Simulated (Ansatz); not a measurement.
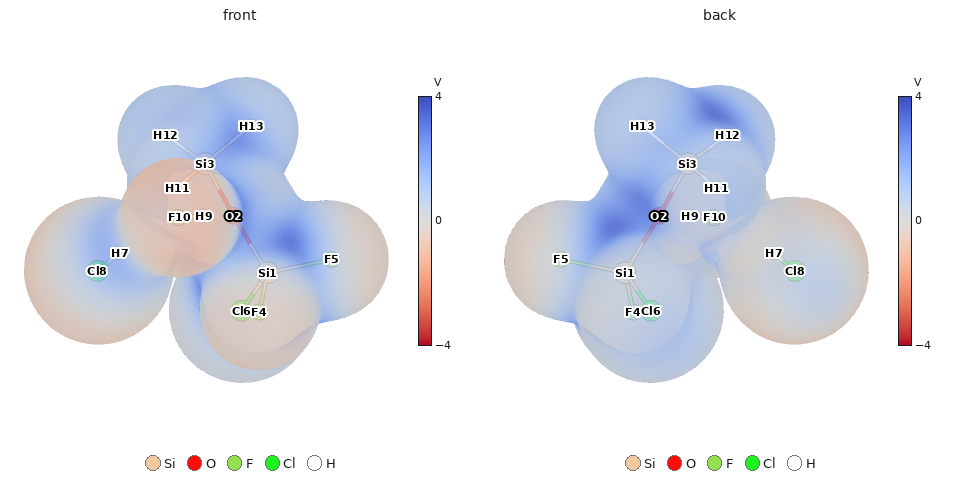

*ClF2H3OSi2···HCl···HF. The molecular electrostatic potential painted on the density surface at 0.004 e/bohr³, seen from the front and from behind; red is negative and blue positive.*

The reactant side of a reaction path; geometry: PBE0-D4/def2-TZVP; a saddle point, not a minimum.

The calculation used RKS PBE0-D4/def2-TZVPP in Ansatz.

```xyz
13

Si   -1.4771    0.7386    0.6801
O    -0.4949   -0.0076   -0.3641
Si    0.5950    0.4442   -1.5621
F    -1.7436   -0.2547    1.8638
F    -2.8533    1.0391   -0.0158
Cl   -0.6997    2.4579    1.3592
H     1.6475   -1.5062    1.4023
Cl    2.3047   -0.4393    1.7136
H    -0.1557   -1.6753    0.1289
F     0.2446   -2.4575    0.4563
H     1.3813    1.6024   -1.0889
H     1.4396   -0.7420   -1.8059
H    -0.1884    0.8005   -2.7674
```

Which sites attract a positive test charge, and which a negative one?

Answer. A positive charge is drawn to the negative regions and a negative charge to the positive ones. The most negative region (about −1.0 V) lies over F10, the most positive (about +3.1 V) over Si1 and Si3. Cl6 shows a σ-hole: about +1.1 V at the tip opposite its bond, against about +0.3 V on its flanks. Cl8 shows a σ-hole: about +0.7 V at the tip opposite its bond, against about +0.1 V on its flanks.
